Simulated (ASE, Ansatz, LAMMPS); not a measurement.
# (4,4) carbon nanotube in a second wall (155 atoms): support functions against a reference, part 2 of 2

Aim: test how closely localised support functions follow the reference on (4,4) carbon nanotube in a second wall (155 atoms), and at what cost. A setting counts as converged where the r.m.s. difference of forces stays under 1 % of the r.m.s. force.

Ansatz 0.2.0; Kohn-Sham DFT, PBE+D3(BJ), PAW (set soft_2), plane waves.

The cell: 155 C. Beside vacuum, support functions can miss their usual error bounds without a warning.

So far. Step 3 (Plane-wave single point): Löwdin charges run from -0.00 to +0.07 e, about a mean that is the spilled charge alone. Within 0.4 eV of the Fermi level the largest share is C p (94 % of the projected weight).

### 4. Distances and neighbours

These statistics describe the geometry on which the runs were made.

Normalised to the volume that the atoms fill. Pair distribution function in bins of 0.2 Å:

```
r (Å)  total
 1.30   1.97
 1.50   3.79
 1.70   0.00
 1.90   0.00
 2.10   0.00
 2.30   0.94
 2.50   2.92
 2.70   0.60
 2.90   0.88
 3.10   0.05
 3.30   0.28
 3.50   0.62
 3.70   1.78
 3.90   0.67
 4.10   0.91
 4.30   1.26
 4.50   0.57
 4.70   0.69
 4.90   1.23
 5.10   1.09
 5.30   0.55
 5.50   0.51
 5.70   0.61
 5.90   0.55
 6.10   0.96
 6.30   0.73
 6.50   0.88
 6.70   0.37
```

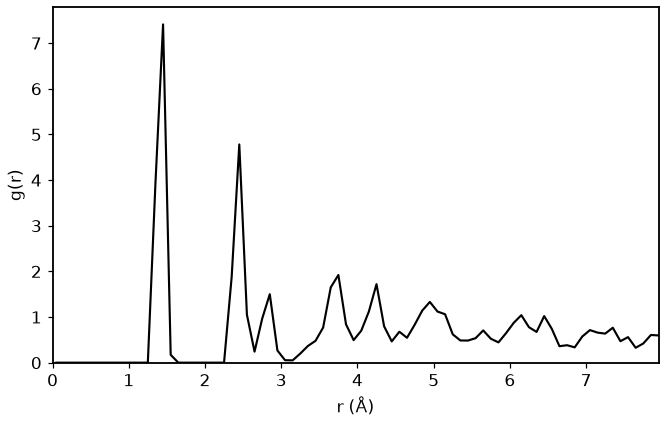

Pair distribution functions.

Bonds by pair of elements; cutoffs follow the first minimum of g(r), held within bounds set by covalent radii, and pairs that aren't listed don't count as bonded:

```
pair A-B  cutoff (Å)  bonds  mean length (Å)  spread (Å)  shortest (Å)  B about A  A about B
     C-C        1.85    231             1.42       0.036          1.33       2.98       2.98
```

How many atoms have how many bonded neighbours:

```
element  mean  2    3
      C  2.98  3  152
```

Bond angles (no mean is given where the spread exceeds 20°):

```
angle  count  mean (°)  spread (°)
C-C-C    459       119         3.5
```

Bond length by coordination (bonds to H left out):

```
element  coordination  atoms  mean bond length (Å)
      C             2      3                  1.41
      C             3    152                  1.42
```

The first maximum of g(r) stands at about 1.42 Å. With the cutoffs above, 98 % of C atoms have 3 bonded neighbours. The C-C-C angle averages 119° with a spread of 4°.

A closer look about C128, which has 2 bonded neighbours where the commonest count for C is 3: 13 atoms, nearest first, numbered in the order of the input, with positions taken from that point.

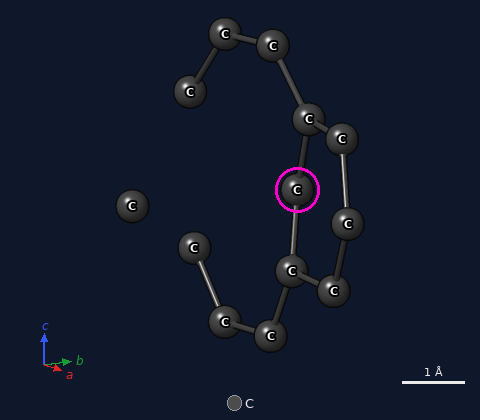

The atoms of the table, within 3.5 Å (arrows a, b, c point along x, y, z); some may hide others; the central atom is ringed.

```
atom      x      y      z  distance (Å)  bonds  Löwdin charge (e)     Fx     Fy  Fz (eV/Å)
C128   0.00   0.00   0.00          0.00      2               0.05  -1.78  -1.09       0.63
 C75   0.43  -0.34  -1.25          1.37      3               0.04   3.65   1.85       2.57
C127   0.53  -0.12   1.29          1.40      3               0.06   0.63   0.28      -4.25
 C22   1.93  -0.32   1.24          2.32      3               0.04   1.68  -1.42      -0.38
C126   1.90  -0.41  -1.30          2.34      3               0.05   0.38  -1.31       2.59
 C24  -0.20  -0.39   2.41          2.45      3               0.02   1.01   1.26       2.19
 C76  -0.19  -0.35  -2.45          2.48      3               0.02  -0.78   0.37      -2.58
C125   2.64  -0.61  -0.01          2.71      3               0.04  -3.06   1.35      -0.89
 C26  -2.52  -0.57   1.22          2.86      2               0.00   3.45  -0.17       0.78
 C25  -1.55  -0.50   2.36          2.87      3               0.07  -3.93  -0.66      -0.79
C129  -2.47  -0.46  -1.40          2.88      2               0.00   1.19  -0.89       1.16
 C77  -1.56  -0.40  -2.47          2.95      3               0.06  -2.07  -0.59      -0.49
 C57   0.51  -3.45   0.14          3.49      3               0.02  -0.99  -0.62       1.40
```

The column of bonds counts only the pairs C-C within 1.85 Å; other neighbours, such as metal atoms beside each other in a compound, aren't counted, and periodic images can show an atom twice.

### 5. Support functions medium

With localised support functions most steps grow linearly with size, though the diagonalisation grows faster unless the density matrix is cut; this run measures error and cost at this size. The level medium gives here a grid of 96×96×36 points and a radius of 3.50 Å.

This step: Kohn-Sham DFT, PBE+D3(BJ), PAW (set soft_2), localised support functions (medium) (Ansatz 0.2.0).

input.yaml

```yaml
crystal:
  lattice:
    - [21.12389, 0.0, 0.0]
    - [0.0, 21.18577, 0.0]
    - [0.0, 0.0, 7.38]
  atoms:
    [... the 155 atom lines of step 3 ...]
kpoints:
  mp_grid: { grid: [1, 1, 2] }
hamiltonian:
  xc: pbe
  dispersion: d3bj
scf:
  occupations: { method: fermi_dirac, width: 0.05 }
  eigensolver: { kind: { support_functions: { accuracy: medium } } }
  mixing: { beta: 0.2 }
  max_iter: 150
output:
  forces: true
  eigenvalues: true
```

Started as:

```bash
$ ansatz run input.yaml --threads 8 --pin off --max-ram 15872MiB --backend cpu --events-out ev --progress --plain --runs-dir out
```

Numbers of over 12 decimals in the logs are rounded to 6 here.

What it wrote:

```text
Warning: scf.eigensolver.kind.support_functions: disabling space-group detection — the functions' gradient is summed over unrotated k-points, so no spatial operation reduces the k-mesh or symmetrises the density; time reversal is kept, so that k and −k are solved as one point where they differ and the mesh holds both, and exact exchange and, on two spinor components, a DFT+U term hold to it where the run has them: [...]
settings of this run that can trade accuracy for cost: scf.eigensolver.kind.support_functions [...]
[...]
Crystal: 155 atoms, lattice volume = 3302.741 Å³
Basis set: ecut = 420 eV, 64597 PW (Γ), exchange–correlation on 288×288×100 points (8 copies of the dense FFT grid, shifted against one another)
Bands: 372, of which v1, the nominal top of the filled ones, is band 310 counted from 1 (309 counted from 0)
Symmetry: 1 space group operations
k-points: 2
[...]
Eigensolver: Support functions (medium, 96×96×36 points, laid for a spacing of at most 0.228497 Å, radius 3.504822 Å, 107 sites without an atom, 1 species' potentials softened for the grid, 1 wholly corrected for its errors in the mean over positions, 1 with the egg-box correction, energy correction by stochastic trace)
[...]
SCF iter   1: F=—  HF=-38908.230426 eV  |F-HF|=—  |Δ(HF+E_count)|=         —  Δρ=7.13e-2  dr2=1.70e2  ethr=1.00e-1
[...]
SCF iter  18: F=—  HF=-38872.751707 eV  |F-HF|=—  |Δ(HF+E_count)|=   2.21e-4  Δρ=1.08e-5  dr2=5.01e-6  ethr=3.89e-9  κ⁻¹=2.9e-6(r=7)
SCF iter  19: F=-38872.751707 eV  HF=-38872.751708 eV  |F-HF|=6.04e-7  |Δ(HF+E_count)|=   4.10e-7  Δρ=8.39e-6  dr2=3.07e-6  ethr=8.08e-10
SCF 1 converged in 19 iterations: F = -38872.756126 eV  dr2 = 3.07e-6
[...]
SCF converged after 19 iterations
Stability not checked: this state was not tested for a lower state beside it, because the mixer in use, unlike msr1, does not test its closes by its own steps (another_mixer; see scf.mixing.algorithm and scf.lower_state_search)
Free energy (F): -38872.756126 eV
[...]
Internal energy: -38872.640019 eV  (E = F + TS)
E sigma→0 (E₀):  -38872.698073 eV
Entropy (-TS):   -0.116107 eV (-0.749 meV/atom)
Fermi energy:    0.423714 eV
[...]
Σ components = -38872.756126   (vs F -38872.756126, Δ=0.00e0)
--- Forces (eV/Å), atoms counted from 1 ---
  atom   1  C      0.95423691    -2.23030139     2.47494947
  atom   2  C     -0.08368927     1.16205103    -1.94417040
  atom   3  C     -0.75847078     0.24237977     0.58239902
  atom   4  C      1.71959122     2.08226414    -2.11939915
[...]
atom 155  C      1.46767962     1.56804714    -1.17488251
  max |Σ_I F_I| component: 1.69e-2 eV/Å
--- Band table (eV) ---
[...]
```

It took 2.1 min on 8 threads of Arm Neoverse V2, shared host; peak memory 4.9 GiB; 16 min of CPU time.

The program notes that the band table was not solved further than the SCF left it and it switched symmetry off.

Keys that differ from the reference: support_functions.accuracy = "medium", scf.max_iter = 150 and scf.mixing.beta = 0.2.

Forces differ from the reference by 1.2 meV/Å r.m.s., 0.079 % of their size, well within a tolerance of 1 %; the energy by -3.7 meV/atom.

### 6. Cost against change

Each row is set against the plane-wave reference (Kohn-Sham DFT, PBE+D3(BJ), PAW (set soft_2), plane waves; r.m.s. force component 1.55 eV/Å). Energies are set beside the reference only for runs with its functional, potentials and electron count. Times are for 8 threads of Arm Neoverse V2, shared host. The reference's time includes the DOS and grids, which some other runs skip.

```
                     run  Δ force, r.m.s. (meV/Å)  share of r.m.s. force (%)  Δ energy (meV/atom)  cycles     time  host memory (GiB)
               reference                        -                          -                    -      11  1.9 min                 13
support functions medium                     1.23                     0.0792                -3.73      19  2.1 min                4.9
```

### 7. What came out

- free energy per atom: -250.7882 eV/atom
- r.m.s. force component: 1.553 eV/Å
- wall time of the 2 DFT runs: 4 min

In words: Against plane waves at 420 eV, the forces differ by 1.2 meV/Å (0.079 %) with support functions medium. Differences between support functions and plane waves include what basis error the plane-wave run still has.

No gap is quoted, since levels at the Fermi energy are partly filled. With the cutoffs above, 98 % of C atoms have 3 bonded neighbours.

What to keep in mind: The geometry is a frame of classical dynamics and isn't relaxed at this level: its force components are 1.6 eV/Å r.m.s.

[Logs are printed without paths, hosts, clocks, repeated set-up lines and the standing remarks that a program may print on its own settings, such as how far it seeks lower states.]

[Hosts, paths, dates, database ids (printed as entryN), source tags and the programs' standing remarks are cut or masked in the printed files.]
